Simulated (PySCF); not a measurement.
SMILES c1cc(cc[c]1[Al]([OH])[OH])[SiH3] (C₆H₉AlO₂Si) at its GFN2-xTB optimised geometry (Å):

```
19

Si    -0.4842     0.6949     0.0000
C     -1.1094    -0.1899     1.5432
C     -1.8616     0.4664     2.5131
C     -2.3116    -0.1963     3.6409
C     -2.0248    -1.5432     3.8404
C     -1.2721    -2.2033     2.8730
C     -0.8241    -1.5380     1.7470
Al    -2.6723    -2.4970     5.4574
O     -2.2742    -4.0874     5.5933
O     -3.5563    -1.6228     6.5347
H      0.9820     0.6949     0.0000
H     -0.9659    -0.0106    -1.1914
H     -0.9820     2.0718     0.0000
H     -2.0980     1.5141     2.3805
H     -2.8952     0.3359     4.3806
H     -1.0377    -3.2510     3.0087
H     -0.2409    -2.0718     1.0079
H     -2.0472    -5.0011     5.6731
H     -4.0641    -1.1198     7.1527
```

Calculation: PBE0/def2-SVP (PySCF).

Map of the electrostatic potential (hartree/e), clipped to [-0.08, 0.12] on the plane z = 0.6 Å:

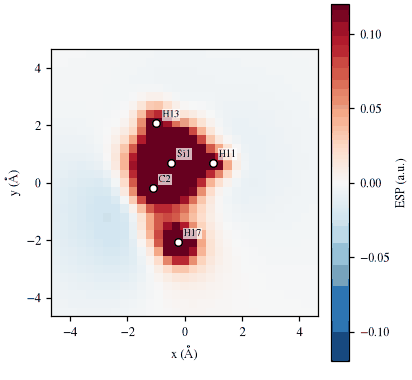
Figure: Electrostatic potential (hartree/e), clipped to [-0.08, 0.12] on the plane z = 0.6 Å.
